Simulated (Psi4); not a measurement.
# One shape, several levels: doublet CH3In+

Aim: a comparison of 6 runs (U-wB97X-V/def2-SVPD, UB2PLYP/def2-SVPD, UB3LYP/def2-SVPD, UCAM-B3LYP/def2-SVPD, UPBE0/def2-SVPD, UMP3/def2-SVPD) of doublet CH3In+. 

Program for the calculation: Psi4 1.11.

7 further runs of the same task are left out: 7 that didn't finish.

## Step 1: The structure to begin with

CH3In+ has 5 atoms, charge +1, and is taken as a doublet. As SMILES of the parent species, `C[In]`. The coordinates come from a PBE0-D4/def2-TZVP relaxation. That shape belongs to the parent species and isn't relaxed for this state.

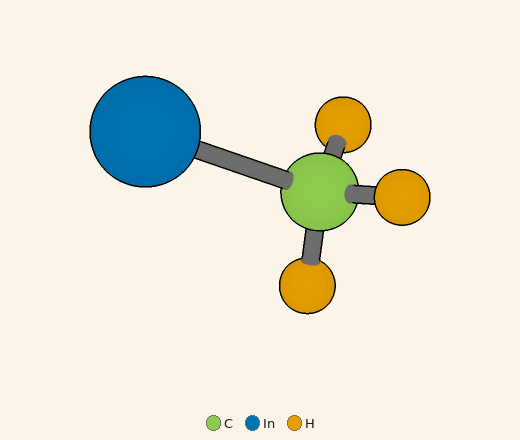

The structure, seen from a chosen angle (carbon green, indium blue, hydrogen amber).

## Step 2: A single-point energy at U-wB97X-V/def2-SVPD (core potential) (run 1)

Input file ch3in.xyz:

```xyz
5
CH3In
C     -0.182770     0.073150    -0.070580
In     1.772750    -0.709460     0.684610
H     -0.972960    -0.040920     0.680150
H     -0.502560    -0.460530    -0.972760
H     -0.114460     1.137770    -0.321410
```

Input file ch3in.py:

```python
import psi4

psi4.set_memory('2200 MB')
psi4.set_num_threads(1)
psi4.set_output_file('psi4.out', False)

with open('ch3in.xyz') as f:
    atoms = ''.join(f.readlines()[2:])
geom = psi4.geometry('1 2\n' + atoms + 'symmetry c1\nno_reorient\nno_com')

psi4.set_options({
    'reference': 'uks',
    'puream': True,
    'e_convergence': 1e-09,
    'd_convergence': 1e-08,
    'scf_type': 'pk',
    'dft_radial_points': 99,
    'dft_spherical_points': 590,
    'maxiter': 100,
})

result = psi4.energy("wb97x-v/def2-SVPD", molecule=geom)
print(f'wb97x-v/def2-SVPD energy: {result:.10f} Eh')
```

Command:

```bash
$ python ch3in.py
```

psi4.out:

```text
[...]
    !!!  WARNING: ECP capability is in beta. Please check occupations closely.  !!!
[...]
  Running in c1 symmetry.
[...]
  Nuclear repulsion =   51.184425989980888
[...]
  Multiplicity = 2
[...]
  Nalpha       = 15
  Nbeta        = 14
[...]
    Number of basis functions: 76
[...]
   @UKS iter   1:  -229.48662944633224   -8.00646e-01   7.38476e-03 DIIS/ADIIS
[...]
   @UKS iter  12:  -229.68817428378841   -4.74643e-12   3.11937e-09 DIIS
[...]
   @S^2 Observed:                7.642494686E-01
[...]
  @UKS Final Energy:  -229.68817428378841
   => Energetics <=
    Nuclear Repulsion Energy =             51.1844259899808876
    One-Electron Energy =                -482.2119976173352143
    Two-Electron Energy =                 216.8374502853834542
    DFT Exchange-Correlation Energy =     -15.6131950726892565
    Empirical Dispersion Energy =           0.0000000000000000
    VV10 Nonlocal Energy =                  0.1151421308717409
    Total Energy =                       -229.6881742837884133
[...]
 Multipole Moments:
 ------------------------------------------------------------------------------------
     Multipole            Electronic (a.u.)      Nuclear  (a.u.)        Total (a.u.)
 ------------------------------------------------------------------------------------
 L = 1.  Multiply by 2.5417464519 to convert [e a0] to [Debye]
 Dipole X            :        -62.7513081           65.2733136            2.5220055
 Dipole Y            :         25.1132015          -26.1225157           -1.0093142
 Dipole Z            :        -24.2336784           25.2076426            0.9739642
 Magnitude           :                                                    2.8857985
[...]
```

On the terminal:

```text
wb97x-v/def2-SVPD energy: -229.6881742838 Eh
```

Wall time 2 min (1 thread of Intel Xeon at 2.50GHz (Skylake/Cascade Lake), shared host); peak memory 0.92 GiB.

## Step 3: The energy at UB2PLYP/def2-SVPD (core potential, density fitting for correlation) (run 2)

Input file job.dat:

```
memory 2200 mb

molecule system {
  1 2
  C     -0.182770     0.073150    -0.070580
  In     1.772750    -0.709460     0.684610
  H     -0.972960    -0.040920     0.680150
  H     -0.502560    -0.460530    -0.972760
  H     -0.114460     1.137770    -0.321410
  units angstrom
  symmetry c1
}

set basis def2-SVPD
set reference uks
set puream true
set e_convergence 1e-09
set d_convergence 1e-08
set scf_type pk
set dft_radial_points 99
set dft_spherical_points 590
set num_frozen_docc 5
set maxiter 100

e_tot, wfn = energy("b2plyp", return_wfn=True)
```

Command:

```bash
$ psi4 job.dat job.out -n 1
```

job.out:

```text
[...]
    !!!  WARNING: ECP capability is in beta. Please check occupations closely.  !!!
[...]
  Running in c1 symmetry.
[...]
  Nuclear repulsion =   51.184425989980873
[...]
  Multiplicity = 2
[...]
  Nalpha       = 15
  Nbeta        = 14
[...]
    Number of basis functions: 76
[...]
   @UKS iter   1:  -229.13440007056420   -6.70880e-01   7.60983e-03 DIIS/ADIIS
[...]
   @UKS iter  13:  -229.34090174660642   -1.16529e-12   2.59707e-09 DIIS
[...]
   @S^2 Observed:                7.704578913E-01
[...]
  @UKS Final Energy:  -229.34090174660642
   => Energetics <=
    Nuclear Repulsion Energy =             51.1844259899808733
    One-Electron Energy =                -482.2705536621688793
    Two-Electron Energy =                 212.8019856577485598
    DFT Exchange-Correlation Energy =     -11.0567597321669790
    Empirical Dispersion Energy =           0.0000000000000000
    VV10 Nonlocal Energy =                  0.0000000000000000
    Total Energy =                       -229.3409017466064199
[...]
 Multipole Moments:
 ------------------------------------------------------------------------------------
     Multipole            Electronic (a.u.)      Nuclear  (a.u.)        Total (a.u.)
 ------------------------------------------------------------------------------------
 L = 1.  Multiply by 2.5417464519 to convert [e a0] to [Debye]
 Dipole X            :         21.5431904          -21.9500307           -0.4068403
 Dipole Y            :         -8.6216893            8.7845070            0.1628177
 Dipole Z            :          8.3196346           -8.4767504           -0.1571159
 Magnitude           :                                                    0.4655255
[...]
```

Run time: 32 s. Hardware: 1 thread of Intel Xeon at 2.50GHz (Skylake/Cascade Lake), shared host; peak memory 0.88 GiB.

Runs 3 to 5 aren't shown in full; the table further down has their settings and results.

## Step 4: A single-point energy at UMP3/def2-SVPD (core potential) (run 6)

Input file job.in:

```
memory 2200 MB

molecule {
  1 2
  C     -0.182770     0.073150    -0.070580
  In     1.772750    -0.709460     0.684610
  H     -0.972960    -0.040920     0.680150
  H     -0.502560    -0.460530    -0.972760
  H     -0.114460     1.137770    -0.321410
  units angstrom
  symmetry c1
  no_reorient
  no_com
}

set {
  reference       uhf
  puream          true
  e_convergence   1e-09
  d_convergence   1e-08
  scf_type        pk
  num_frozen_docc 5
  maxiter         100
  mp_type         conv
}

result, w = energy("mp3/def2-SVPD", return_wfn=True)
print_variables()
```

Command:

```bash
$ psi4 -i job.in -o job.out -n 1
```

job.out:

```text
[...]
  Running in c1 symmetry.
[...]
  Nuclear repulsion =   51.184425989980888
[...]
  Multiplicity = 2
[...]
  Nalpha       = 15
  Nbeta        = 14
[...]
    Number of basis functions: 76
[...]
   @UHF iter   1:  -228.40832110565344   -9.08012e-01   5.61127e-03 ADIIS/DIIS
[...]
   @UHF iter  14:  -228.54789180102449   -3.43050e-11   9.07504e-09 DIIS
[...]
   @S^2 Observed:                8.048490547E-01
[...]
  @UHF Final Energy:  -228.54789180102449
   => Energetics <=
    Nuclear Repulsion Energy =             51.1844259899808876
    One-Electron Energy =                -482.2256346920678425
    Two-Electron Energy =                 202.4933169010624852
    Total Energy =                       -228.5478918010244911
  UHF NO Occupations:
  HONO-2 :   13  A 1.9993440
  HONO-1 :   14  A 1.9740197
[...]
 Multipole Moments:
 ------------------------------------------------------------------------------------
     Multipole            Electronic (a.u.)      Nuclear  (a.u.)        Total (a.u.)
 ------------------------------------------------------------------------------------
 L = 1.  Multiply by 2.5417464519 to convert [e a0] to [Debye]
 Dipole X            :        -62.7173009           65.2733136            2.5560127
 Dipole Y            :         25.0995917          -26.1225157           -1.0229241
 Dipole Z            :        -24.2205475           25.2076426            0.9870951
 Magnitude           :                                                    2.9247105
[...]
	SCS-MP2 Total Energy (a.u.)        :  -228.74696476035669
	SOS-MP2 Total Energy (a.u.)        :  -228.74808054956890
[...]
	SOS-PI-MP2 Total Energy (a.u.)     :  -228.76347968407231
[...]
	MP2 Total Energy (a.u.)            :  -228.74473318193228
[...]
	SCS-MP3 Total Energy (a.u.)        :  -228.75269562271708
[...]
	MP3 Total Energy (a.u.)            :  -228.76765663137388
[...]
```

Wall time 19 s (1 thread of Intel Xeon at 2.50GHz (Skylake/Cascade Lake), shared host); peak memory 0.45 GiB.

## Step 5: All runs side by side

```
run                                                                level  frozen core orbitals  fitting correlation  energy (Eh)  HOMO energy (eV)  LUMO energy (eV)   ⟨S²⟩  wall time
  1                                 U-wB97X-V/def2-SVPD (core potential)                     0                    –  -229.688174            -14.87             -7.62  0.764      2 min
  2  UB2PLYP/def2-SVPD (core potential, density fitting for correlation)                     5      density fitting  -229.407445            -13.68             -8.18  0.770       32 s
  3                                    UB3LYP/def2-SVPD (core potential)                     0                    –  -229.800149            -12.62             -9.90  0.758       51 s
  4                                UCAM-B3LYP/def2-SVPD (core potential)                     0                    –  -229.675869            -14.07             -8.61  0.763       50 s
  5                                     UPBE0/def2-SVPD (core potential)                     0                    –  -229.677550            -12.82             -9.53  0.761       50 s
  6                                      UMP3/def2-SVPD (core potential)                     5                 none  -228.767657            -15.26             -5.66  0.805       19 s
```

## Step 6: Summary of results

| quantity | value |
| --- | --- |
| run 6: total energy | -228.76766 Eh |
| run 6: HOMO energy (Hartree–Fock orbitals) (highest over α and β) | -15.26 eV |
| run 6: LUMO energy (Hartree–Fock orbitals) (lowest over α and β) | -5.66 eV |
| run 6: correlation energy (5 core orbitals frozen) | -219.8 mEh |
| run 6: ⟨S²⟩ of the reference determinant | 0.805 |

What this shows: Totals of different functionals can't be ranked against each other. All runs together took 5.3 min, the longest 2 min.
